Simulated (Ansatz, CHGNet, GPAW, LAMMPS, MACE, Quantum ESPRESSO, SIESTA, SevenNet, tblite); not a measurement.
# SIESTA runs on liquid ethanol at 300 K (108 atoms), part 2 of 2

Wanted: SIESTA inputs and outputs for liquid ethanol at 300 K (108 atoms), checked against a plane-wave reference.

Program: SIESTA 5.4.2; the method stands at each step. Banners, paths, timers and routine set-up lines are dropped from the logs unmarked, and long logs keep their key lines alone; longer cuts are marked. The potentials were converted by us to PSML.

So far. Step 3 (PBE, DZ, shift 0.01 Ry, mesh 500 Ry): Against the first run (41 %), the force difference from the reference is 57 %, at 0.47 times the CPU time, with 432 basis functions against 828: the smaller basis costs accuracy. Step 4 (PBE, SZP, shift 0.01 Ry, mesh 500 Ry): Against the first run (41 %), the force difference from the reference is 143 %, at 0.82 times the CPU time, with 612 basis functions against 828: the smaller basis costs accuracy.

### 5. PBE, SZ, shift 0.02 Ry, mesh 500 Ry

Method: Kohn-Sham DFT, PBE, PseudoDojo 0.4.1 norm-conserving pseudopotentials (converted to PSML), numerical atomic orbitals (SZ), diagonalisation.

The input, input.fdf:

```
SystemLabel cell
NumberOfAtoms 108
NumberOfSpecies 3
%block ChemicalSpeciesLabel
  1 6 C
  2 8 O
  3 1 H
%endblock ChemicalSpeciesLabel
LatticeConstant 1.0 Ang
%block LatticeVectors
  10.51326 0.00000 0.00000
  0.00000 10.51326 0.00000
  0.00000 0.00000 10.51326
%endblock LatticeVectors
PAO.BasisSize SZ
PAO.EnergyShift 0.02 Ry
XC.Functional GGA
XC.Authors PBE
MeshCutoff 500 Ry
%block kgrid_Monkhorst_Pack
  1 0 0 0.0
  0 1 0 0.0
  0 0 1 0.0
%endblock kgrid_Monkhorst_Pack
SolutionMethod diagon
OccupationFunction FD
ElectronicTemperature 580 K
SCF.Mixer.Method Pulay
SCF.Mixer.Weight 0.15
SCF.Mixer.History 8
SCF.Mix Hamiltonian
MaxSCFIterations 300
SCF.DM.Tolerance 1e-04
SCF.H.Tolerance 1.0e-3 eV
WriteForces T
Write.HirshfeldPop T
Write.VoronoiPop T
Write.DM F
Write.H F
XML.Write F
AtomicCoordinatesFormat Fractional
%block AtomicCoordinatesAndAtomicSpecies
[... 108 atom lines left out: the same atoms as in the first run ...]
%endblock AtomicCoordinatesAndAtomicSpecies
```

Run with:

```console
OMP_NUM_THREADS=1 siesta < input.fdf > output.txt
```

What it wrote:

```text
Version         : 5.4.2
reinit: System Name:
reinit: System Label: cell
initatom: Reading input for the pseudopotentials and atomic orbitals ----------
Species number:   1 Atomic number:    6 Label: C
Species number:   2 Atomic number:    8 Label: O
Species number:   3 Atomic number:    1 Label: H
Ground state valence configuration (from tables):   2s02  2p02  3d00  4f00
Ground state valence configuration (from tables):   2s02  2p04  3d00  4f00
Ground state valence configuration (from tables):   1s01  2p00  3d00  4f00
---- Processing specs for species: C
GGA--PBE XC_GGA_X_PBE--XC_GGA_C_PBE pb
---- Processing specs for species: O
GGA--PBE XC_GGA_X_PBE--XC_GGA_C_PBE pb
---- Processing specs for species: H
GGA--PBE XC_GGA_X_PBE--XC_GGA_C_PBE pb
[... lines left out ...]
Total number of electrons:   240.000000
[... lines left out ...]
stepf: Fermi-Dirac step function
        iscf     Eharris(eV)        E_KS(eV)     FreeEng(eV)     dDmax    Ef(eV) dHmax(eV)
[... lines left out ...]
SCF Convergence by DM+H criterion
[... lines left out ...]
SCF cycle converged after 11 iterations
[... lines left out ...]
   Max    6.632745
[... lines left out ...]
   Max    6.632745    constrained
Stress tensor Voigt[x,y,z,yz,xz,xy] (kbar):     -180.70     -163.70     -179.55        6.41        3.52        1.54
[... lines left out ...]
siesta: FreeEng =    -10365.375806
siesta: Final energy (eV):
siesta:  Band Struct. =   -3166.966846
siesta:       Kinetic =    7252.922379
siesta:       Hartree =    6743.018411
siesta:         Exch. =   -3142.355607
siesta:         Corr. =    -262.054828
siesta:   Exch.-corr. =   -3404.410435
siesta:  Ion-electron =  -20021.867575
siesta:       Ion-ion =    -935.038585
siesta:         Total =  -10365.375806
siesta:         Fermi =      -1.001750
siesta: Stress tensor (static) (eV/Ang**3):
siesta:    -0.112783    0.000963    0.002199
siesta:     0.000963   -0.102173    0.004001
siesta:     0.002199    0.004001   -0.112067
siesta: Cell volume =       1162.016286 Ang**3
siesta: Pressure (static):
siesta:                Solid            Molecule  Units
siesta:           0.00118724          0.00155794  Ry/Bohr**3
siesta:           0.10900778          0.14304309  eV/Ang**3
siesta:         174.64972532        229.18029797  kBar
    Orbital volume contribution        =          10.036290 eV
    (Free)E + p_basis*V_orbitals       =      -10355.339516 eV
    (Free)Eharris+ p_basis*V_orbitals  =      -10355.339516 eV
Hirshfeld Atomic Populations:
Atom #   charge [q] valence [e]  Species
     1    -0.059676    4.059676  C
     2     0.036543    3.963457  C
     3    -0.228238    6.228238  O
     4     0.031087    0.968913  H
     5     0.014082    0.985918  H
     6     0.015130    0.984870  H
[...]
10    -0.056895    4.056895  C
[...]
12    -0.158886    6.158886  O
[...]
21    -0.163615    6.163615  O
[...]
--------------------
 Total    -0.000003
Voronoi Atomic Populations:
Atom #   charge [q] valence [e]  Species
[...]
93    -0.209909    6.209909  O
[...]
100     0.052816    3.947184  C
   101     0.129364    3.870636  C
   102    -0.209435    6.209435  O
[...]
107    -0.028758    1.028758  H
   108     0.121145    0.878855  H
--------------------
 Total    -0.000003
```

The job ended after 48 s (1 thread of Arm Neoverse V2, shared host; peak memory 0.61 GiB).

Against the reference:

```
r.m.s. force component                           : 2.36 eV/Å
r.m.s. difference of force components            : 2066 meV/Å
longest difference of force vectors              : 5950 meV/Å
force difference over r.m.s. force               : 254.5 %
slope of forces against the reference's          : 1.485
correlation of force components                  : 0.5109
gap (highest filled to lowest empty level) : 5.121 eV
gap difference                                   : 0.6109 eV
pressure                                         : 17.46 GPa
pressure difference                              : 15.02 GPa
```

This is a coarse setting, run to see what it loses.

Against the first run (41 %), the force difference from the reference is 254 %, at 0.32 times the CPU time (on 1 against 2 cores).

### 6. Side by side

Differences are against the plane-wave reference, forces as r.m.s. over components; share is that over the reference's r.m.s. force, slope the least-squares factor from reference forces to these. Total energies of different programs have different zeros and aren't compared.

| run | Δ force, r.m.s. (meV/Å) | share (%) | slope | Δ pressure (GPa) | Δ gap (eV) | cores | CPU time | memory (GiB) |
| --- | --- | --- | --- | --- | --- | --- | --- | --- |
| reference | - | - | - | - | - | 2 | 3.4 min | 2.9 |
| SIESTA PBE, DZP, shift 0.01 Ry, mesh 500 Ry | 335 | 41.2 | 1.106 | 1.95 | 0.351 | 2 | 2.5 min | 1.5 |
| SIESTA PBE, DZ, shift 0.01 Ry, mesh 500 Ry (coarse) | 463 | 57.0 | 1.147 | 2.47 | 0.415 | 2 | 70 s | 0.99 |
| SIESTA PBE, SZP, shift 0.01 Ry, mesh 500 Ry (coarse) | 1157 | 143 | 1.176 | 6.71 | 0.861 | 2 | 2 min | 1.4 |
| SIESTA PBE, SZ, shift 0.02 Ry, mesh 500 Ry (coarse) | 2066 | 254 | 1.485 | 15.0 | 0.611 | 1 | 48 s | 0.61 |

Rows marked coarse were listed beforehand as settings not expected to be converged; some can still land near the reference.

CPU time is summed over cores on a shared host, where runs went side by side, so it is rough. Symmetry, cutoffs, thresholds, outputs and thread counts weren't matched or tuned between programs; memory under MPI is the largest rank's times the ranks.

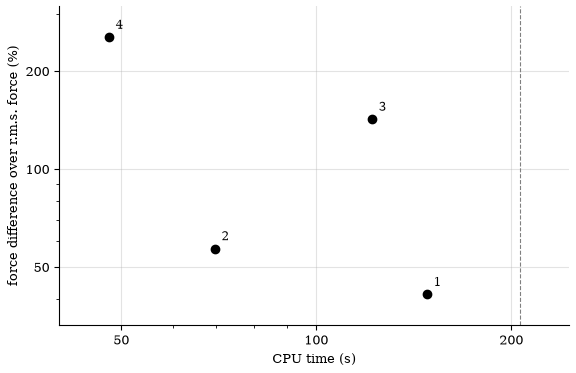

Force difference against CPU time; the dashed line marks the reference's time. Points: 1 SIESTA PBE, DZP, shift 0.01 Ry, mesh 500 Ry; 2 SIESTA PBE, DZ, shift 0.01 Ry, mesh 500 Ry; 3 SIESTA PBE, SZP, shift 0.01 Ry, mesh 500 Ry; 4 SIESTA PBE, SZ, shift 0.02 Ry, mesh 500 Ry.

### 7. Results

```yaml
nearest_in_forces: SIESTA PBE, DZP, shift 0.01 Ry, mesh 500 Ry, 41 %
its_cpu_time: 2.5 min
```

What this shows: The PBE run in local orbitals, coarse settings apart, differs by 41 % (SIESTA PBE, DZP, shift 0.01 Ry, mesh 500 Ry); basis, grid and potentials can all enter, and differences of this size make the forces unusable. Runs with settings chosen to be coarse differ by 57 % (SIESTA PBE, DZ, shift 0.01 Ry, mesh 500 Ry) to 254 % (SIESTA PBE, SZ, shift 0.02 Ry, mesh 500 Ry), their programs' other errors included. Of the electronic-structure runs that take under half the reference's CPU time, SIESTA PBE, DZ, shift 0.01 Ry, mesh 500 Ry comes nearest, at 57 % in 70 s against 3.4 min; its pressure misses by +2.5 GPa. At the same functional, gaps differ from the reference's 4.51 eV by between +0.35 and +0.86 eV. A likely cause of the wide gaps: compact atomic orbitals describe empty levels worse than filled ones. In pressure, SIESTA PBE, SZ, shift 0.02 Ry, mesh 500 Ry misses by +15.0 GPa, at the same functional. With short bonds to hydrogen, sets of potentials differ among themselves by several per cent in forces even at converged cutoffs, so the reference isn't exact here either. The reference's pressure holds the uncorrected Pulay stress of its 60 Ry basis, so small pressure differences, and their order, may be the reference's own error. The network of contacts between molecules at the start is that of the classical potential that made the cell, and needn't be the one that DFT or experiment would give. The reference's PBE has no dispersion term, which matters for the binding between molecules or layers. The density was typed from a rule of thumb and may lie off the real one at this temperature. The electronic-structure runs sample only Γ, in a cell whose shortest periodic width is 11 Å.

[Also dropped from logs without a mark: logging warnings of Python, and SIESTA's first energy breakdown and zero terms.]

[Logs are printed without paths, hosts, clocks, repeated set-up lines and the standing remarks that a program may print on its own settings, such as how far it seeks lower states.]

[Hosts, paths, dates, database ids (printed as entryN), source tags and the programs' standing remarks are cut or masked in the printed files.]
